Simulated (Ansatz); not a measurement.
# doublet [C5H6]+ at 6 levels

Wanted: a comparison of 6 runs (UHF/cc-pVDZ, UB3LYP/cc-pVDZ, UBLYP/cc-pVDZ, UPBE/cc-pVDZ, USVWN5/cc-pVDZ, UMP2/cc-pVDZ) of doublet [C5H6]+. 

The calculation is run with Ansatz 0.2.0.

### 1 The structure to begin with

[C5H6]+: 11 atoms, total charge +1, spin state doublet. SMILES of the parent species: `C#CC=CC`. The shape is that of a PBE0-D4/def2-TZVP optimisation. That shape belongs to the parent species and isn't relaxed for this state.

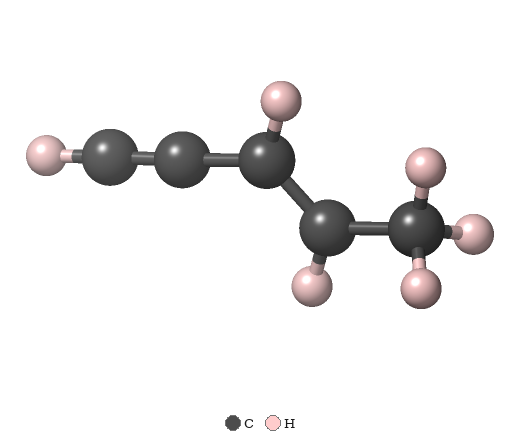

Viewed from a chosen angle; carbon dark grey, hydrogen pink.

### 2 A single-point energy at UHF/cc-pVDZ (run 1)

File in.yaml:

```yaml
crystal:
  periodic: [false, false, false]
  atoms:
    - {symbol: C, position_ang: [-1.516600, 1.700600, 2.003600]}
    - {symbol: C, position_ang: [-0.739100, 1.143700, 1.272900]}
    - {symbol: C, position_ang: [0.204200, 0.511000, 0.426200]}
    - {symbol: C, position_ang: [-0.092900, -0.483100, -0.413900]}
    - {symbol: C, position_ang: [0.889700, -1.151100, -1.304600]}
    - {symbol: H, position_ang: [-2.210500, 2.187700, 2.646400]}
    - {symbol: H, position_ang: [1.227200, 0.877200, 0.483800]}
    - {symbol: H, position_ang: [-1.121000, -0.834000, -0.456000]}
    - {symbol: H, position_ang: [1.889700, -0.729500, -1.189400]}
    - {symbol: H, position_ang: [0.593600, -1.055200, -2.354300]}
    - {symbol: H, position_ang: [0.941200, -2.224300, -1.094000]}
basis:
  gaussian:
    orbitals: cc-pVDZ
total_charge: 1
magnetization:
  spin_polarized: true
  initial_magnetization: 1
hamiltonian:
  xc: hf
accuracy: high
output: {orbitals: {seedname: orbitals}}
```

Command:

```console
$ ansatz run in.yaml --threads 1 --pin off --max-ram 3480MiB --events-out events.jsonl --progress --plain --runs-dir runs
```

The program printed:

```text
Warning: RAYON_NUM_THREADS=1 ignored (pool sized by the plan → 1); use --threads N
Functional definition: HF
  name "HF"
  exchange = exact_x
  correlation = 0
2328 factors; integrals over basis functions are off by at most 6.5e-9 eV
mean field evaluation 1: about -5233.7887 eV, gradient 2.3e1 eV
mean field evaluation 2: about -5234.0706 eV, gradient 2.3e1 eV
mean field evaluation 4: about -5237.4799 eV, gradient 3.6e0 eV
mean field evaluation 8: about -5237.6356 eV, gradient 5.1e-1 eV
mean field evaluation 16: about -5237.6579 eV, gradient 2.8e-8 eV
mean field evaluation 32: about -5236.5162 eV, gradient 7.8e-2 eV
mean field -5237.65789029 eV, -192.4803772561 hartree, gradient 2.7e-8 eV, S^2 0.881366; 1 other end points of the search recorded, 0 dependent functions left out
reference -5237.65789029 eV, -192.4803772561 hartree; 18, 17 occupied and 82, 83 virtual orbitals, 2328 factors
Total energy: -5237.65789029 eV, -192.4803772561 hartree
```

Run time: 5.1 s. Hardware: 1 thread of Intel Xeon 6975P-C (Granite Rapids), shared host; peak memory 0.47 GiB.

### 3 A single-point energy at UB3LYP/cc-pVDZ (run 2)

File input.yaml:

```yaml
crystal:
  periodic: [false, false, false]
  atoms:
    - {symbol: C, position_ang: [-1.516600, 1.700600, 2.003600]}
    - {symbol: C, position_ang: [-0.739100, 1.143700, 1.272900]}
    - {symbol: C, position_ang: [0.204200, 0.511000, 0.426200]}
    - {symbol: C, position_ang: [-0.092900, -0.483100, -0.413900]}
    - {symbol: C, position_ang: [0.889700, -1.151100, -1.304600]}
    - {symbol: H, position_ang: [-2.210500, 2.187700, 2.646400]}
    - {symbol: H, position_ang: [1.227200, 0.877200, 0.483800]}
    - {symbol: H, position_ang: [-1.121000, -0.834000, -0.456000]}
    - {symbol: H, position_ang: [1.889700, -0.729500, -1.189400]}
    - {symbol: H, position_ang: [0.593600, -1.055200, -2.354300]}
    - {symbol: H, position_ang: [0.941200, -2.224300, -1.094000]}
basis:
  gaussian:
    orbitals: cc-pVDZ
total_charge: 1
magnetization:
  spin_polarized: true
  initial_magnetization: 1
hamiltonian:
  xc: {name: B3LYP}
accuracy: high
output: {orbitals: {seedname: orbitals}}
```

Command:

```console
$ ansatz run input.yaml --threads 1 --pin off --max-ram 3480MiB --events-out events.jsonl --progress --plain --runs-dir runs
```

The program printed:

```text
Warning: RAYON_NUM_THREADS=1 ignored (pool sized by the plan → 1); use --threads N
Functional definition: B3LYP
  name "B3LYP"
  parameter a0 = 0.2
  parameter ax = 0.72
  parameter ac = 0.81
  exchange = (1 - a0 - ax)*slater_x + ax*b88_x + a0*exact_x
  correlation = (1 - ac)*vwn_rpa_c + ac*lyp_c
2328 factors; integrals over basis functions are off by at most 6.5e-9 eV
mean field evaluation 1: about -5262.1967 eV, gradient 4.2e1 eV
mean field evaluation 2: about -5259.2645 eV, gradient 4.8e1 eV
mean field evaluation 4: about -5271.7457 eV, gradient 2.7e0 eV
mean field evaluation 8: about -5272.0246 eV, gradient 1.3e-1 eV
mean field evaluation 16: about -5272.0249 eV, gradient 1.3e-3 eV
mean field evaluation 32: about -5271.8854 eV, gradient 1.7e0 eV
mean field -5272.02490901 eV, -193.7433418993 hartree, gradient 4.7e-8 eV, S^2 0.760167; 2 other end points of the search recorded, 0 dependent functions left out
reference -5272.02495011 eV, -193.7433434096 hartree; 18, 17 occupied and 82, 83 virtual orbitals, 2328 factors
Total energy: -5272.02495011 eV, -193.7433434096 hartree
```

It took 8.1 s on 1 thread of Intel Xeon 6975P-C (Granite Rapids), shared host; peak memory 0.48 GiB.

### 4 The energy at UBLYP/cc-pVDZ (run 3)

input.yaml: that of step 3 with these lines changed.

```diff
@@ -22,3 +22,3 @@
 hamiltonian:
-  xc: {name: B3LYP}
+  xc: {name: BLYP}
 accuracy: high
```

Command:

```console
$ ansatz run input.yaml --threads 1 --pin off --max-ram 3480MiB --events-out events.jsonl --progress --plain --runs-dir runs
```

The program printed:

```text
Warning: RAYON_NUM_THREADS=1 ignored (pool sized by the plan → 1); use --threads N
Functional definition: BLYP
  name "BLYP"
  parameter beta = 0.0042
  parameter a = 0.04918
  parameter b = 0.132
  parameter c = 0.2533
  parameter d = 0.349
  exchange = b88_x(beta = beta)
  correlation = lyp_c(a = a, b = b, c = c, d = d)
2328 factors; integrals over basis functions are off by at most 6.5e-9 eV
mean field evaluation 1: about -5255.4125 eV, gradient 5.0e1 eV
mean field evaluation 2: about -5238.6517 eV, gradient 7.2e1 eV
mean field evaluation 4: about -5269.2732 eV, gradient 6.0e0 eV
mean field evaluation 8: about -5269.4992 eV, gradient 1.7e-1 eV
mean field evaluation 16: about -5269.4942 eV, gradient 2.4e-4 eV
mean field evaluation 32: about -5268.1112 eV, gradient 1.6e-1 eV
mean field -5269.49422510 eV, -193.6503409811 hartree, gradient 7.1e-8 eV, S^2 0.753501; 1 other end points of the search recorded, 0 dependent functions left out
reference -5269.49428099 eV, -193.6503430347 hartree; 18, 17 occupied and 82, 83 virtual orbitals, 2328 factors
Total energy: -5269.49428099 eV, -193.6503430347 hartree
```

Wall time 6.6 s (1 thread of Intel Xeon 6975P-C (Granite Rapids), shared host); peak memory 0.36 GiB.

Runs 4 to 5 aren't shown in full; the table further down has their settings and results.

### 5 A single-point energy at UMP2/cc-pVDZ (run 6)

File job.yaml:

```yaml
basis:
  gaussian:
    orbitals: cc-pVDZ
crystal:
  periodic: [false, false, false]
  atoms:
    - {symbol: C, position_ang: [-1.516600, 1.700600, 2.003600]}
    - {symbol: C, position_ang: [-0.739100, 1.143700, 1.272900]}
    - {symbol: C, position_ang: [0.204200, 0.511000, 0.426200]}
    - {symbol: C, position_ang: [-0.092900, -0.483100, -0.413900]}
    - {symbol: C, position_ang: [0.889700, -1.151100, -1.304600]}
    - {symbol: H, position_ang: [-2.210500, 2.187700, 2.646400]}
    - {symbol: H, position_ang: [1.227200, 0.877200, 0.483800]}
    - {symbol: H, position_ang: [-1.121000, -0.834000, -0.456000]}
    - {symbol: H, position_ang: [1.889700, -0.729500, -1.189400]}
    - {symbol: H, position_ang: [0.593600, -1.055200, -2.354300]}
    - {symbol: H, position_ang: [0.941200, -2.224300, -1.094000]}
total_charge: 1
magnetization:
  spin_polarized: true
  initial_magnetization: 1
correlation:
  method: mp2
  frozen_orbitals: {C: 1, H: 0}
accuracy: high
```

Command:

```console
$ ansatz run job.yaml --threads 1 --pin off --max-ram 3480MiB --events-out events.jsonl --progress --plain --runs-dir runs
```

The program printed:

```text
Warning: RAYON_NUM_THREADS=1 ignored (pool sized by the plan → 1); use --threads N
Functional definition: HF
  name "HF"
  exchange = exact_x
  correlation = 0
2328 factors; integrals over basis functions are off by at most 6.5e-9 eV
mean field evaluation 1: about -5233.7887 eV, gradient 2.3e1 eV
mean field evaluation 2: about -5234.0706 eV, gradient 2.3e1 eV
mean field evaluation 4: about -5237.4799 eV, gradient 3.6e0 eV
mean field evaluation 8: about -5237.6356 eV, gradient 5.1e-1 eV
mean field evaluation 16: about -5237.6579 eV, gradient 2.8e-8 eV
mean field evaluation 32: about -5236.4228 eV, gradient 2.6e0 eV
mean field -5237.65789029 eV, -192.4803772561 hartree, gradient 2.7e-8 eV, S^2 0.881366; 2 other end points of the search recorded, 0 dependent functions left out
5 core orbitals not correlated: weight in the atoms' cores, before any rotation towards them, 1.000 or more for the frozen orbitals, at most 0.000 for the correlated occupied ones
reference -5237.65789029 eV, -192.4803772561 hartree; 13, 12 occupied and 82, 83 virtual orbitals, 2328 factors
second order -16.30439071 eV of doubles, -0.00000000 eV of singles
Total energy: -5253.96228100 eV, -193.0795525631 hartree
```

Run time: 4.8 s. Hardware: 1 thread of Intel Xeon 6975P-C (Granite Rapids), shared host; peak memory 0.36 GiB.

### 6 Overview of the runs

| run | level | frozen core orbitals | energy (Eh) | HOMO energy (eV) | LUMO energy (eV) | ⟨S²⟩ | wall time |
| --- | --- | --- | --- | --- | --- | --- | --- |
| 1 | UHF/cc-pVDZ | – | -192.480377 | -16.70 | -6.58 | 0.881 | 5.1 s |
| 2 | UB3LYP/cc-pVDZ | – | -193.743343 | -13.50 | -11.04 | 0.760 | 8.1 s |
| 3 | UBLYP/cc-pVDZ | – | -193.650343 | -12.38 | -11.54 | 0.754 | 6.6 s |
| 4 | UPBE/cc-pVDZ | – | -193.475067 | -12.60 | -11.71 | 0.754 | 7.2 s |
| 5 | USVWN5/cc-pVDZ | – | -191.899562 | -12.64 | -11.99 | 0.752 | 3.6 s |
| 6 | UMP2/cc-pVDZ | 5 | -193.079553 | – | – | 0.881 | 4.8 s |

### 7 Outcome

```
                                          quantity          value
                               run 6: total energy  -193.07955 Eh
run 6: correlation energy (5 core orbitals frozen)     -599.2 mEh
                                       run 6: ⟨S²⟩          0.881
```

Totals of different functionals can't be ranked against each other. Spin contamination: run 1 ⟨S²⟩ = 0.88, run 6 ⟨S²⟩ = 0.88. All runs together took 36 s, the longest 8.1 s.
